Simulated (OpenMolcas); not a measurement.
# Excited-state calculation, with input and output: RuCl$_{4}$O$_{2}$ (charge −2)

The run: excited-state calculation of RuCl$_{4}$O$_{2}$, charge −2, multiplicity 3. Method and program: CASPT2/ANO-R1, sfX2C (OpenMolcas 26.06).

The geometry comes from this level: GFN2-xTB.

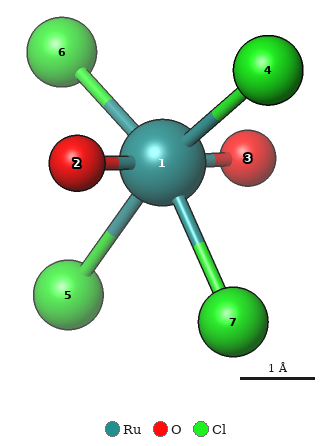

**Figure 1.** The structure (ball-and-stick view, seen at a tilt; atoms are numbered from 1 in the order of the input). Sticks mark near contacts.

Outcome:

```csv
quantity,value
outcome,refused by the program
basis functions,140
hardware,"1 thread of Arm Neoverse V1, 24 GiB of memory available, shared host"
```

What went wrong:

Some settings of this run were drawn to be unusual or wrong (dmu set to 1 (from default)). The program refused the input.

Input file:
```
>>> EXPORT MOLCAS_PRINT=2
&GATEWAY
Coord
7
angstrom
Ru       0.149430       0.092590       0.000970
O        0.154530       0.115970       1.586520
O        0.176890       0.108150      -1.584440
Cl       2.620540      -0.301630       0.022170
Cl      -2.499840      -0.073700      -0.023260
Cl      -0.433820       2.520380      -0.007670
Cl      -0.167730      -2.461760       0.005690
Basis = ANO-R1
Group = NoSym
RICD
&SEWARD
&RASSCF
FileOrb = $CurrDir/step2.RasOrb
Spin = 4
Nactel = 6 0 0
Inactive = 62
Ras2 = 5
CIRoot = 10 10 1
OrbListing = Nothing
&CASPT2
Multistate = all
```

Launched with:
```bash
export MOLCAS_MEM=1860
pymolcas step13.inp > step13.log
```

The program's output:
```
--- Start Module: gateway ---

                                              &GATEWAY

                       available to each process: 1.9 GB of memory, 1 thread

++    Symmetry information:
      ---------------------

                    Character Table for C1

                             E
                    a        1  x, y, xy, Rz, z, xz, Ry, yz, Rx, I
--

++    Basis set information:
      ----------------------

      Basis set label: RU.ANO-R...6S4P3D1F.

      Electronic valence basis set:
      ------------------
      Associated Effective Charge  44.000000 au
      Associated Actual Charge     44.000000 au
      Nuclear Model: Finite nucleus - Gaussian distribution
        Gaussian exponent, Xi/bohr**(-2):  2.09653E+08

      Shell  nPrim  nBasis  Cartesian Spherical Contaminant
         s      23       6        X
         p      16       4        X
         d      12       3                 X
         f       6       1                 X

      Basis set label: O.ANO-R...3S2P1D.

      Electronic valence basis set:
      ------------------
      Associated Effective Charge   8.000000 au
      Associated Actual Charge      8.000000 au
      Nuclear Model: Finite nucleus - Gaussian distribution
        Gaussian exponent, Xi/bohr**(-2):  5.86314E+08

      Shell  nPrim  nBasis  Cartesian Spherical Contaminant
         s      13       3        X
         p       8       2        X
         d       4       1                 X

      Basis set label: CL.ANO-R...4S3P1D.

      Electronic valence basis set:
      ------------------
      Associated Effective Charge  17.000000 au
      Associated Actual Charge     17.000000 au
      Nuclear Model: Finite nucleus - Gaussian distribution
        Gaussian exponent, Xi/bohr**(-2):  3.84638E+08

      Shell  nPrim  nBasis  Cartesian Spherical Contaminant
         s      17       4        X
         p      11       3        X
         d       7       1                 X
--

++    Molecular structure info:
      -------------------------

                    ************************************************
                    **** Cartesian Coordinates / bohr, angstrom ****
                    ************************************************

     Center  Label                x              y              z                     x              y              z
        1      RU1              0.282382       0.174970       0.001833              0.149430       0.092590       0.000970
        2      O2               0.292019       0.219152       2.998088              0.154530       0.115970       1.586520
        3      O3               0.334274       0.204374      -2.994158              0.176890       0.108150      -1.584440
        4      CL4              4.952103      -0.569998       0.041895              2.620540      -0.301630       0.022170
        5      CL5             -4.724013      -0.139273      -0.043955             -2.499840      -0.073700      -0.023260
        6      CL6             -0.819801       4.762828      -0.014494             -0.433820       2.520380      -0.007670
        7      CL7             -0.316964      -4.652052       0.010753             -0.167730      -2.461760       0.005690

                    ***************************************
                    *    InterNuclear Distances / bohr    *
                    ***************************************

               1 RU1           2 O2            3 O3            4 CL4           5 CL5           6 CL6
    1 RU1      0.000000
    2 O2       2.996596        0.000000
    3 O3       2.996584        5.992413        0.000000
    4 CL4      4.728940        5.574784        5.580467        0.000000
    5 CL5      5.016456        5.877336        5.865838        9.686078        0.000000
    6 CL6      4.718423        5.563883        5.566847        7.858568        6.266924        0.000000
    7 CL7      4.864097        5.746622        5.747910        6.665373        6.307952        9.428332

               7 CL7
    7 CL7      0.000000

                    *******************************************
                    *    InterNuclear Distances / angstrom    *
                    *******************************************

               1 RU1           2 O2            3 O3            4 CL4           5 CL5           6 CL6
    1 RU1      0.000000
    2 O2       1.585731        0.000000
    3 O3       1.585724        3.171048        0.000000
    4 CL4      2.502447        2.950048        2.953056        0.000000
    5 CL5      2.654594        3.110152        3.104068        5.125652        0.000000
    6 CL6      2.496882        2.944280        2.945849        4.158575        3.316313        0.000000
    7 CL7      2.573969        3.040981        3.041663        3.527164        3.338024        4.989259

               7 CL7
    7 CL7      0.000000

                    **************************************
                    *    Valence Bond Angles / degree    *
                    **************************************
                          Atom centers                 Phi
                      2 O2       1 RU1      3 O3       178.17
--

            Nuclear Potential Energy           1289.04992831 au

--- Stop Module: gateway /rc=_RC_ALL_IS_WELL_ ---
--- Module gateway spent 5 seconds ---

--- Start Module: seward ---

                                              &SEWARD

                       available to each process: 1.9 GB of memory, 1 thread

               SEWARD will generate:
                  Multipole Moment integrals up to order  2
                  Kinetic Energy integrals
                  Nuclear Attraction integrals (finite nuclei - Gaussian type)
                  One-Electron Hamiltonian integrals
                  Velocity integrals
                  Relativistic X2C integrals
                  Orbital angular momentum around (  0.0256   0.0134   0.0002 )
                  Velocity quadrupole around (  0.0256   0.0134   0.0002 )
                  Atomic mean-field integrals
                  RI decomposed two-electron repulsion integrals stored Cholesky style
                   - acCD auxiliary basis
                   - CD Threshold:   1.00E-04

                   Integrals are discarded if absolute value <: 1.00E-14
                   Integral cutoff threshold is set to       <: 1.00E-16

            Nuclear Potential Energy           1289.04992831 au

      Basis set specifications :
      Symmetry species         a
      Basis functions          140

--- Stop Module: seward /rc=_RC_ALL_IS_WELL_ ---
--- Module seward spent 12 seconds ---

--- Start Module: rasscf ---

                                              &RASSCF

                       available to each process: 1.9 GB of memory, 1 thread

 ******************** ERROR *********************
 ###############################################################################
 ###    ERROR: No such wave function.                                        ###
 ###############################################################################
 The following combined specifications are wrong.
 Nr of active electrons NACTEL=   6
 Nr of active orbitals     NAC=   5
 Spin degeneracy         ISPIN=   4
 There can be no such wave function.
 ************************************************
--- Stop Module: rasscf /rc=_RC_INPUT_ERROR_ ---

.####################.
.# User input error #.
.####################.

    Timing: Wall=18.20 User=16.94 System=1.25
```
